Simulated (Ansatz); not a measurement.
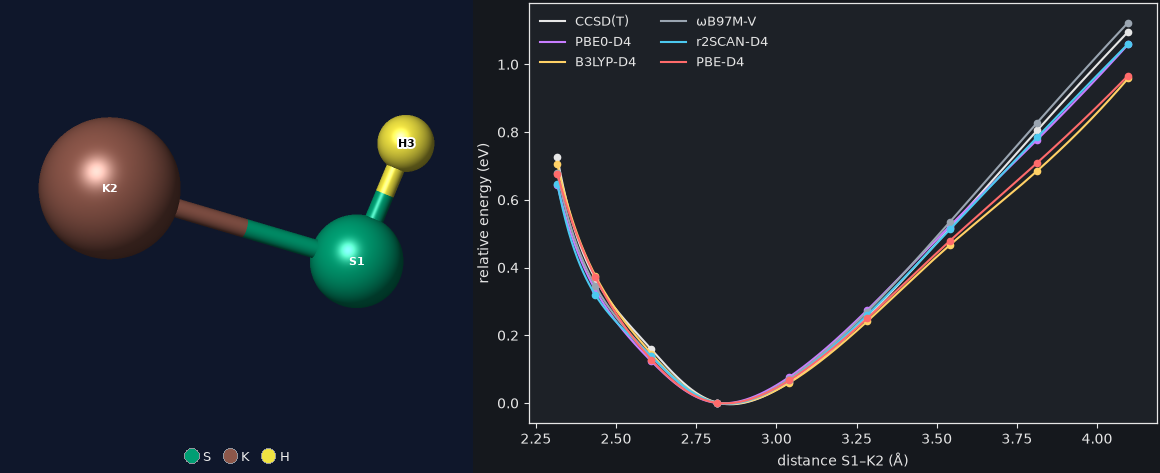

Relaxed scan of the stretch S1–K2 in KHS, SMILES [SH][K], singlet. The Ansatz code 0.2.0, def2-TZVPP, cores frozen in correlated methods. A stretch is scanned from the minimum (PBE0-D4/def2-TZVP); energies less that of the minimum at the same level. The outer core of Li, Na, Mg and K is correlated. The other coordinates were relaxed with PBE0-D4, and all methods use those geometries. Splines pass through the computed points, which are marked.

Question: How far can the coupled-cluster curve be trusted along the scan?

Answer: The calculation's T1 diagnostic reaches at most 0.012 (at 4.10 Å), under the customary mark of 0.02, so it gives no sign of multireference character.

Question: Which curve follows CCSD(T) best, and which worst?

Answer: Best ωB97M-V, worst B3LYP-D4; largest departures: ωB97M-V 0.047, r2SCAN-D4 0.077, PBE0-D4 0.081, PBE-D4 0.129, B3LYP-D4 0.138 eV. CCSD(T) is in the same finite basis, not at its limit.

Question: Give the values at the computed points.

Answer: In eV:
```tsv
distance S1–K2 (Å)	CCSD(T)	PBE0-D4	B3LYP-D4	ωB97M-V	r2SCAN-D4	PBE-D4
2.32	0.725	0.645	0.705	0.679	0.648	0.677
2.44	0.366	0.334	0.375	0.345	0.319	0.371
2.61	0.159	0.124	0.146	0.138	0.138	0.128
2.81	0.002	0.000	0.001	0.001	0.001	0.001
3.04	0.061	0.077	0.060	0.071	0.068	0.067
3.28	0.254	0.274	0.241	0.269	0.260	0.250
3.54	0.517	0.524	0.467	0.536	0.513	0.480
3.81	0.805	0.777	0.685	0.828	0.784	0.709
4.10	1.096	1.059	0.959	1.124	1.061	0.967
```
